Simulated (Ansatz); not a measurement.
Pulling on the B1–Br3 bond in BBr2H (SMILES BrBBr) (multiplicity 1 held, fragments rigid). Energies count from the point at 1.902 Å.
Geometry at that point (charge 0, multiplicity 1):
```xyz
4

B     -0.62320    -0.38098    -0.41274
H     -1.49973    -0.91682    -0.99326
Br    -0.32832     1.47752    -0.68765
Br     0.46020    -1.39690     0.77499
```

Restricted levels (R-, RO-) in cc, def2 and unpolarised 6-31G sets keep to the state of the molecule at rest. Unrestricted levels (U-) break spin symmetry where that is lower. Active spaces are followed from a long bond inwards. Curves can end on different states.

Frozen-core correlation. Filled d and f shells under p-block atoms count as core.

The values were computed with Ansatz (Gaussian basis) for Hartree–Fock, density functionals and correlated methods. Each number belongs to the level named beside it.

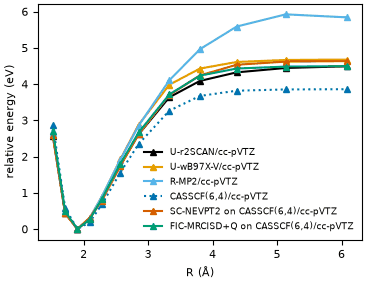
Relative energy along the coordinate

Task: Read off the CASSCF(6,4)/cc-pVTZ curve at R = 3.328.

Result: about 3.3 eV

Doubts at one or more of the structures used: a spin-contaminated determinant (U-r2SCAN/cc-pVTZ, U-wB97X-V/cc-pVTZ); a restricted determinant that unrestricted orbitals would lower (R-MP2/cc-pVTZ); active orbitals that take no part (CASSCF(6,4)/cc-pVTZ, SC-NEVPT2 on CASSCF(6,4)/cc-pVTZ, FIC-MRCISD+Q on CASSCF(6,4)/cc-pVTZ).

Ansatz is an electronic-structure program.
